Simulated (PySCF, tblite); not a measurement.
**BFH₅OSi₂ radical, a small gas-phase stand-in for a defect centre (Si site with back bonds F, [H], [BH][SiH3]): EPR parameters**

Wanted: the EPR parameters for `[O][SiH](F)B[SiH3]`. It is drawn as: oxygen hole.

Programs: tblite 0.8.0 and PySCF 2.14.0. All values are calculated, for the isolated system unless a continuum is named. Atoms count from 0, parts from 1.

## 1. Starting point

10 atoms, charge 0, multiplicity 2; geometry: distance geometry start.

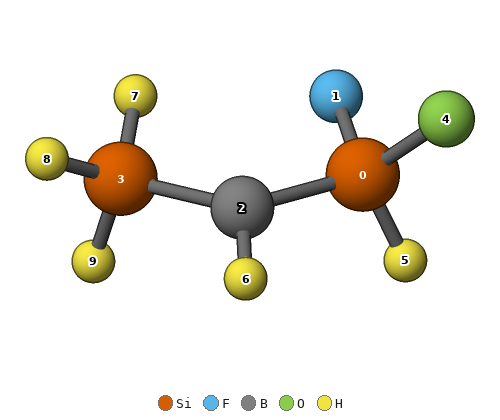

The starting geometry (silicon orange, fluorine blue, boron grey, oxygen green, hydrogen yellow), atoms numbered.

## 2. Relaxing the cluster with GFN2-xTB

The job: settings as JSON, then the geometry in Å.

```
{"job": {"kind": "relax", "xc": "GFN2-xTB", "basis": "xTB"}, "charge": 0, "multiplicity": 2}
Si    -1.673963     1.001700     0.529142
F     -0.579434     1.267803     1.791417
B     -0.977183    -0.414143    -0.618184
Si     0.438399    -1.523209     0.134879
O     -1.877112     2.490499    -0.386283
H     -2.924919     0.608526     1.079193
H     -1.765331    -0.935997    -1.261979
H      1.194711    -0.741557     1.069330
H      1.267838    -1.985299    -0.910295
H     -0.149811    -2.636016     0.829482
```

Method: GFN2-xTB geometry optimisation, gas phase.

Started as:

```console
$ OMP_NUM_THREADS=1 python cluster_run.py task.json out
```

The driver reads the jobs from task.json and runs them one after another.

What it wrote:

```text
step      E/eV     max force
  0    -435.53774    6.639
  1    -436.53763    3.291
  2    -436.16119   12.022
  3    -436.72689    1.441
  4    -436.77148    0.781
  5    -436.83611    1.332
  6    -436.86764    1.303
  7    -436.91103    0.384
  8    -436.92088    0.296
  9    -436.93219    0.389
 10    -436.93644    0.363
 11    -436.94181    0.196
 12    -436.94549    0.226
 13    -436.94875    0.174
 14    -436.95073    0.153
 15    -436.95266    0.168
 16    -436.95499    0.207
 17    -436.95697    0.172
 18    -436.95836    0.137
 19    -436.95953    0.097
 20    -436.96080    0.167
 21    -436.96245    0.206
 22    -436.96421    0.162
 23    -436.96575    0.129
 24    -436.96717    0.157
 25    -436.96831    0.136
 26    -436.96907    0.099
 27    -436.96995    0.133
 28    -436.97131    0.187
 29    -436.97343    0.222
 30    -436.97596    0.207
 31    -436.97824    0.139
 32    -436.97985    0.166
 33    -436.98164    0.228
 34    -436.98485    0.974
 35    -436.99096    1.906
 36    -437.00415    2.852
 37    -437.03456    3.595
 38    -437.09607    3.937
 39    -437.26826    3.233
 40    -437.40950    4.806
 41    -437.53495    2.124
 42    -437.61249    2.039
 43    -437.71393    0.825
 44    -437.76870    1.466
 45    -437.83016    1.011
 46    -437.96055    0.980
 47    -438.01341    0.778
 48    -438.04505    0.353
 49    -438.04953    0.186
 50    -438.05386    0.211
 51    -438.05771    0.223
 52    -438.06210    0.164
 53    -438.06563    0.160
 54    -438.06844    0.172
 55    -438.07063    0.134
 56    -438.07198    0.073
 57    -438.07279    0.072
 58    -438.07350    0.081
 59    -438.07411    0.064
 60    -438.07445    0.046
 61    -438.07466    0.057
 62    -438.07488    0.072
 63    -438.07521    0.072
 64    -438.07554    0.050
 65    -438.07573    0.032
 66    -438.07579    0.024
 67    -438.07582    0.027
 68    -438.07587    0.024
 69    -438.07593    0.033
 70    -438.07599    0.027
 71    -438.07602    0.014
 72    -438.07603    0.015
 73    -438.07605    0.019
 74    -438.07608    0.023
 75    -438.07611    0.019
 76    -438.07612    0.008
```

It took 3 s on 1 thread of Arm Neoverse V1, shared host.

Along the way:

| step | energy from step 0 (eV) | largest force (eV/Å) |
| --- | --- | --- |
| 0 | 0.0000 | 6.6398 |
| 3 | -1.1892 | 1.4405 |
| 6 | -1.3299 | 1.3023 |
| 9 | -1.3945 | 0.3891 |
| 12 | -1.4078 | 0.2264 |
| 15 | -1.4149 | 0.1682 |
| 18 | -1.4206 | 0.1360 |
| 21 | -1.4247 | 0.2058 |
| 24 | -1.4294 | 0.1573 |
| 27 | -1.4322 | 0.1328 |
| 30 | -1.4382 | 0.2069 |
| 33 | -1.4439 | 0.2290 |
| 36 | -1.4664 | 2.8529 |
| 39 | -1.7305 | 3.2324 |
| 42 | -2.0747 | 2.0388 |
| 45 | -2.2924 | 1.0110 |
| 48 | -2.5073 | 0.3536 |
| 51 | -2.5200 | 0.2227 |
| 54 | -2.5307 | 0.1730 |
| 57 | -2.5351 | 0.0721 |
| 60 | -2.5367 | 0.0455 |
| 63 | -2.5375 | 0.0711 |
| 66 | -2.5380 | 0.0239 |
| 69 | -2.5382 | 0.0326 |
| 72 | -2.5383 | 0.0154 |
| 75 | -2.5384 | 0.0185 |
| 76 | -2.5384 | 0.0078 |

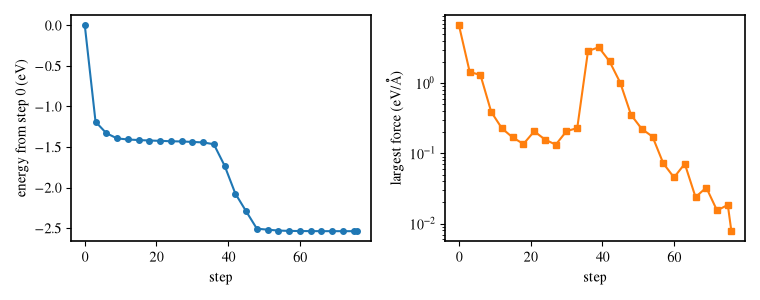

Energy and largest force along the relaxation.

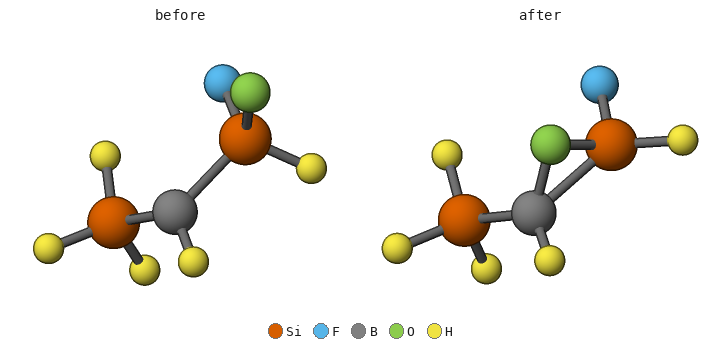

Before and after, at one scale.

Distances of close pairs at the start and the end, largest changes first:

| bond | before (Å) | after (Å) | change (Å) |
| --- | --- | --- | --- |
| B2–O4 | 3.050 | 1.474 | -1.576 |
| Si0–O4 | 1.759 | 1.596 | -0.164 |
| Si0–B2 | 1.951 | 2.045 | +0.094 |
| Si0–F1 | 1.692 | 1.611 | -0.081 |
| Si3–H8 | 1.412 | 1.475 | +0.063 |
| Si3–H9 | 1.438 | 1.475 | +0.037 |
| B2–H6 | 1.144 | 1.180 | +0.036 |
| Si3–H7 | 1.434 | 1.469 | +0.035 |

Bonds that formed: B2–O4.

## 3. Relaxing the molecule at PBE0-D3(BJ)/def2-SVP

The job: settings as JSON, then the geometry in Å.

```
{"job": {"xc": "PBE0", "basis": "def2-SVP", "d3": "d3bj", "grid": 2, "kind": "geom", "shake": 0.01}, "charge": 0, "multiplicity": 2}
Si    -1.139533     1.114684     0.664847
F     -0.263382     1.579432     1.916726
B     -0.431034    -0.045543    -0.838227
Si     1.173759    -1.080392    -0.202821
O     -0.417321     1.420102    -0.731681
H     -2.484302     1.681638     0.865220
H     -1.176200    -0.463434    -1.614407
H      2.072249    -0.370119     0.700054
H      1.974793    -1.559030    -1.295288
H      0.732524    -2.302921     0.537050
```

What it wrote:

```text
step   0  E = -781.13948311  max force = 0.029542
step   1  E = -781.14936691  max force = 0.016233
step   2  E = -781.15138409  max force = 0.007412
step   3  E = -781.15202438  max force = 0.006502
step   4  E = -781.15334167  max force = 0.009545
step   5  E = -781.15378550  max force = 0.034114
step   6  E = -781.15703376  max force = 0.016520
step   7  E = -781.16086001  max force = 0.018848
step   8  E = -781.16336330  max force = 0.027319
step   9  E = -781.16596620  max force = 0.025935
step  10  E = -781.16866346  max force = 0.024283
step  11  E = -781.17114821  max force = 0.008429
step  12  E = -781.17329607  max force = 0.009574
step  13  E = -781.17429031  max force = 0.003561
step  14  E = -781.17439531  max force = 0.002318
step  15  E = -781.17446285  max force = 0.001417
step  16  E = -781.17451278  max force = 0.001515
step  17  E = -781.17454932  max force = 0.001485
step  18  E = -781.17459953  max force = 0.001337
step  19  E = -781.17463356  max force = 0.001554
step  20  E = -781.17465562  max force = 0.000432
step  21  E = -781.17466042  max force = 0.000192
optimisation converged
```

It took 3 min on 1 thread of Arm Neoverse V1, shared host; peak memory 0.55 GiB.

Relaxation path:

| step | energy from step 0 (eV) | largest force component (eV/Å) |
| --- | --- | --- |
| 0 | 0.0000 | 1.5191 |
| 1 | -0.2690 | 0.8347 |
| 2 | -0.3238 | 0.3811 |
| 3 | -0.3413 | 0.3343 |
| 4 | -0.3771 | 0.4908 |
| 5 | -0.3892 | 1.7542 |
| 6 | -0.4776 | 0.8495 |
| 7 | -0.5817 | 0.9692 |
| 8 | -0.6498 | 1.4048 |
| 9 | -0.7206 | 1.3336 |
| 10 | -0.7940 | 1.2487 |
| 11 | -0.8617 | 0.4334 |
| 12 | -0.9201 | 0.4923 |
| 13 | -0.9472 | 0.1831 |
| 14 | -0.9500 | 0.1192 |
| 15 | -0.9518 | 0.0729 |
| 16 | -0.9532 | 0.0779 |
| 17 | -0.9542 | 0.0764 |
| 18 | -0.9556 | 0.0688 |
| 19 | -0.9565 | 0.0799 |
| 20 | -0.9571 | 0.0222 |
| 21 | -0.9572 | 0.0099 |

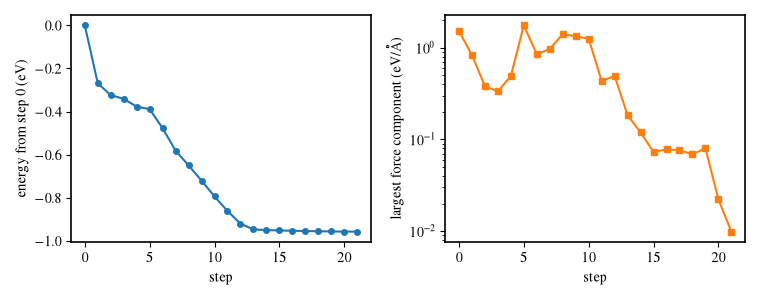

Energy and largest force along the relaxation.

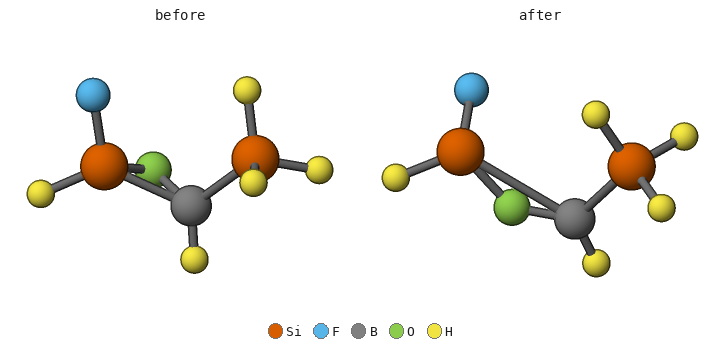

The geometry before (left) and after (right).

Distances of close pairs at the start and the end, largest changes first:

| bond | before (Å) | after (Å) | change (Å) |
| --- | --- | --- | --- |
| Si0–B2 | 2.027 | 2.812 | +0.786 |
| B2–O4 | 1.470 | 1.354 | -0.115 |
| Si0–O4 | 1.602 | 1.677 | +0.075 |
| Si3–H8 | 1.437 | 1.498 | +0.061 |
| B2–H6 | 1.154 | 1.215 | +0.060 |
| Si3–H7 | 1.458 | 1.501 | +0.042 |
| B2–Si3 | 2.012 | 2.041 | +0.029 |
| Si0–F1 | 1.597 | 1.622 | +0.025 |

The final coordinates are the input of the step that follows.

| at the end point | value |
| --- | --- |
| point group (found at 0.08 Å tolerance) | C1 |
| rotational constants (GHz, main isotopes) | 5.659, 1.551, 1.365 |
| dipole moment (D) | 1.39 |
| ⟨S²⟩ | 0.752 |

## 4. g tensor and hyperfine couplings: B3LYP/IGLO-III+pcH-1

The job: settings as JSON, then the geometry in Å.

```
{"job": {"kind": "epr"}, "charge": 0, "multiplicity": 2}
Si    -1.119485     1.372917     1.152873
F      0.004696     2.539638     1.067787
B     -0.414363    -0.280244    -1.010251
Si     1.162590    -1.257680    -0.159087
O     -1.164499     0.635678    -0.352406
H     -2.454792     2.025590     1.330808
H     -0.728700    -0.502412    -2.162272
H      1.377435    -0.857716     1.271487
H      2.420765    -0.965764    -0.918205
H      0.940275    -2.738987    -0.200924
```

Level: UKS B3LYP, IGLO-III on B F O Si, pcH-1 on H, non-relativistic, mean-field spin-orbit, GIAO.

What it wrote:

```text
UKS, coarse grid
  cycle   1  E = -781.98826422  |g| = 6.73e-01
  cycle   2  E = -781.48444559  |g| = 1.35e+00
  cycle   3  E = -782.13294588  |g| = 1.20e-01
  cycle   4  E = -782.13582345  |g| = 9.66e-02
  cycle   5  E = -782.13862678  |g| = 1.12e-02
  cycle   6  E = -782.13866874  |g| = 2.32e-03
  cycle   7  E = -782.13867203  |g| = 7.66e-04
UKS, final grid
  cycle   1  E = -782.13857126  |g| = 6.56e-04
  cycle   2  E = -782.13857116  |g| = 8.99e-04
  cycle   3  E = -782.13857147  |g| = 2.04e-04
  cycle   4  E = -782.13857149  |g| = 3.38e-05
  cycle   5  E = -782.13857149  |g| = 2.06e-05
E = -782.13857149 Eh   <S^2> = 0.7519 (exact 0.7500)
g shifts (ppm)      1          2          3
  rmc          -179       -179       -179
  gc             63         28         32
  oz_so       -1872       -105        471
  total       -1988       -256        324
hyperfine (MHz)  atom isotope    a_iso     a_fc   dipolar eigenvalues
    0  29Si    -823.62    -824.80   -135.90     66.13     69.77
    1   19F     183.66     182.74   -116.27   -109.90    226.17
    2   11B      -0.97      -0.97     -1.15     -0.99      2.14
    3  29Si       2.20       2.19     -2.17      0.65      1.52
    4   17O     -12.83     -12.81    -30.89     15.28     15.61
    5    1H     246.85     246.85     -5.54     -1.21      6.75
    6    1H       9.44       9.44     -1.57     -1.06      2.63
    7    1H      14.04      14.04     -3.11     -2.30      5.41
    8    1H      -0.47      -0.47     -0.84     -0.64      1.48
    9    1H       0.11       0.11     -0.83     -0.74      1.57
```

Wall time 39 s (1 thread of Arm Neoverse V1, shared host); peak memory 0.84 GiB.

Principal g values 2.00033, 2.00206, 2.00264; g(iso) = 2.00168, against 2.00232 for a free electron.

Hyperfine couplings, nucleus by nucleus at this fixed geometry (no averaging over rotations):

| nuclei | isotope | a(iso) (MHz) | a(iso) (G, at g = 2.0023) | largest dipolar term (MHz) |
| --- | --- | --- | --- | --- |
| Si0 | 29Si | -823.6 | -293.9 | -135.9 |
| H5 | 1H | 246.8 | 88.1 | 6.8 |
| F1 | 19F | 183.7 | 65.5 | 226.2 |
| H7 | 1H | 14.0 | 5.0 | 5.4 |
| O4 | 17O | -12.8 | -4.6 | -30.9 |
| H6 | 1H | 9.4 | 3.4 | 2.6 |
| Si3 | 29Si | 2.2 | 0.8 | -2.2 |
| B2 | 11B | -1.0 | -0.3 | 2.1 |
| H8 | 1H | -0.5 | -0.2 | 1.5 |
| H9 | 1H | 0.1 | 0.0 | 1.6 |

Mulliken spin populations:

| atom | value (e) |
| --- | --- |
| Si0 | 0.80 |
| F1 | 0.02 |
| B2 | 0.00 |
| Si3 | 0.01 |
| O4 | 0.04 |
| H5 | 0.12 |
| H6 | 0.00 |
| H7 | 0.00 |
| H8 | 0.00 |
| H9 | 0.00 |

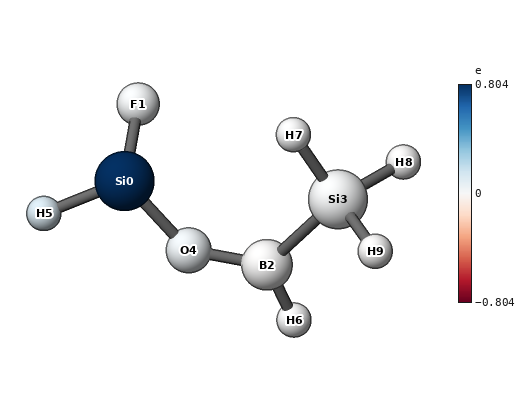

Mulliken spin populations, as colours on the atoms.

## 5. g tensor and hyperfine couplings: BHandHLYP/IGLO-III+pcH-1

The job, as its differences from that of step 4:

```diff
@@ -1,2 +1,2 @@
-{"job": {"kind": "epr"}, "charge": 0, "multiplicity": 2}
+{"job": {"kind": "epr", "xc": "BHandHLYP"}, "charge": 0, "multiplicity": 2}
 Si    -1.119485     1.372917     1.152873
```

With the program's defaults for keys left out, this is: UKS BHandHLYP, IGLO-III on B F O Si, pcH-1 on H, non-relativistic, mean-field spin-orbit, GIAO.

What it wrote:

```text
UKS, coarse grid
  cycle   1  E = -781.87414135  |g| = 5.85e-01
  cycle   2  E = -781.80873735  |g| = 7.67e-01
  cycle   3  E = -781.99935707  |g| = 4.63e-02
  cycle   4  E = -782.00019770  |g| = 3.57e-02
  cycle   5  E = -782.00062299  |g| = 7.34e-03
  cycle   6  E = -782.00065176  |g| = 1.67e-03
  cycle   7  E = -782.00065632  |g| = 5.60e-04
UKS, final grid
  cycle   1  E = -782.00059301  |g| = 3.67e-04
  cycle   2  E = -782.00059311  |g| = 4.01e-04
  cycle   3  E = -782.00059317  |g| = 1.01e-04
  cycle   4  E = -782.00059319  |g| = 4.34e-05
  cycle   5  E = -782.00059319  |g| = 1.43e-05
E = -782.00059319 Eh   <S^2> = 0.7531 (exact 0.7500)
g shifts (ppm)      1          2          3
  rmc          -180       -180       -180
  gc             63         34         25
  oz_so       -1941       -176        329
  total       -2058       -322        175
hyperfine (MHz)  atom isotope    a_iso     a_fc   dipolar eigenvalues
    0  29Si    -871.49    -872.66   -142.06     68.21     73.84
    1   19F     215.47     214.61   -113.43   -106.68    220.11
    2   11B      -1.74      -1.74     -1.14     -0.97      2.10
    3  29Si       2.11       2.10     -1.59      0.35      1.24
    4   17O     -18.20     -18.18    -29.20     14.32     14.88
    5    1H     248.80     248.80     -5.28     -0.88      6.17
    6    1H       6.03       6.03     -1.50     -1.05      2.55
    7    1H      12.98      12.98     -3.13     -2.36      5.49
    8    1H      -0.23      -0.23     -0.80     -0.67      1.48
    9    1H       0.32       0.32     -0.83     -0.75      1.58
```

It took 42 s on 1 thread of Arm Neoverse V1, shared host; peak memory 0.92 GiB.

In short: g(iso) 2.00158.

## 6. Comparing the runs: EPR parameters

g, ⟨S²⟩ and isotropic hyperfine couplings (MHz), with basis size and wall time:

| run | g(iso) | ⟨S²⟩ | 29Si Si0 | 1H H5 | 19F F1 | 1H H7 | 17O O4 | functions | time |
| --- | --- | --- | --- | --- | --- | --- | --- | --- | --- |
| B3LYP/IGLO-III+pcH-1 | 2.00168 | 0.752 | -823.6 | 246.8 | 183.7 | 14.0 | -12.8 | 243 | 39 s |
| BHandHLYP/IGLO-III+pcH-1 | 2.00158 | 0.753 | -871.5 | 248.8 | 215.5 | 13.0 | -18.2 | 243 | 42 s |

## 7. Summary of results

```
                            quantity                    value
                         point group                       C1
rotational constants (main isotopes)     5.66, 1.55, 1.37 GHz
                      g(iso) (B3LYP)                  2.00168
                                ⟨S²⟩       0.752 (exact 0.75)
                      largest a(iso)  29Si on Si0, -823.6 MHz
```

New bonds formed on relaxing, so the results belong to the rearranged structure. The start of the PBE0/def2-SVP relaxation was shaken at random by about 0.01 Å, so part of the energy gained, and of the first lengths quoted, undoes that. The optimisation took 21 steps and gained 0.957 eV; among the close pairs (by a distance rule), Si0–B2 changed most, from 2.027 to 2.812 Å (PBE0/def2-SVP). No frequency check was run at this level, so the end point may be a saddle. The frame itself reshapes: Si0···B2 goes from 2.03 to 2.81 Å. Most of the unpaired spin sits on Si0 (0.80 e). The isotropic g lies 0.6 ppt below the free-electron value. The coupling of 29Si on Si0 runs from -871.5 (BHandHLYP/IGLO-III+pcH-1) to -823.6 MHz (B3LYP/IGLO-III+pcH-1).
